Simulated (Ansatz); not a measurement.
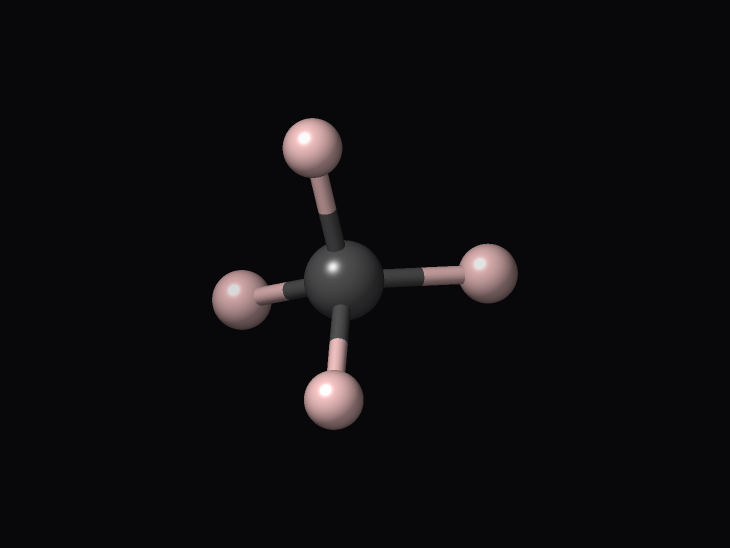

Rendered structure (ball-and-stick style). Colours: hydrogen pink, carbon dark grey.

Description:

The molecule is CH₄. This geometry has Td symmetry. Coordination: 1 C tetrahedral.

The parts below concern this one geometry. Atoms keep their numbers from picture to picture. The computed structure is the end point of a PBE0-D4/def2-TZVP optimisation.

Thermal motion

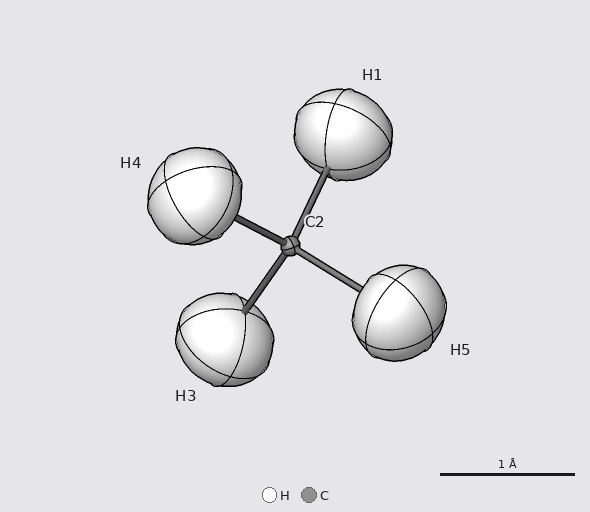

Displacement ellipsoids at the 50 % level, enlarged 3 times, from the internal vibrations of the free molecule (harmonic, no overall translation or rotation; no half-axis is drawn under 0.075 Å). Vibrations computed with RKS PBE0-D4/def2-TZVP (Ansatz 0.2.0). Temperature: 200 K.

Which atom has the largest mean-square displacement?

Answer. H1, H3, H4, H5, with U_eq = 0.0061 Å².

Give the displacement parameters, one line for each set of equivalent atoms.

```json
{"atom": "H1, H3, H4, H5", "U_eq (Å²)": "0.0061", "rms amplitudes (Å)": "0.071, 0.081, 0.081"}
{"atom": "C2", "U_eq (Å²)": "0.00021", "rms amplitudes (Å)": "0.014, 0.014, 0.014"}
```

Electronic properties

Method: RKS PBE0-D4/def2-TZVPP (Ansatz 0.2.0).

Predict the main results.

- HOMO energy (Kohn–Sham orbital): −10.98 eV
- LUMO energy (Kohn–Sham orbital): 1.70 eV
- HOMO–LUMO gap: 12.68 eV

Vibrations

Harmonic vibrations computed with RKS PBE0-D4/def2-TZVP (Ansatz 0.2.0) at a stationary point of the same level.

List the wavenumbers.

Answer. 9 modes: 1326, 1327, 1327, 1551, 1551, 3047, 3167, 3168, 3168 cm⁻¹.
